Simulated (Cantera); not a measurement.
Input: 1 mol Pb, 0.31 mol H₂, held at 45.0 mbar.

Equilibrium computed with Cantera from the NASA thermochemical tables; the gas is ideal and each condensed phase is pure. Candidate condensed phases: Pb; 4 gas species. The numbers say what is thermodynamically allowed, not how fast it happens.

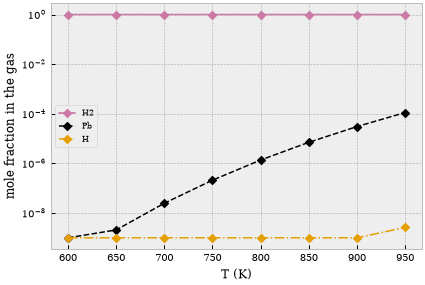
Figure: Equilibrium gas composition (values under 1e-9 drawn at 1e-9)

At 600 K the condensed part is Pb(s). From 650 K to 950 K the condensed part is Pb(l).
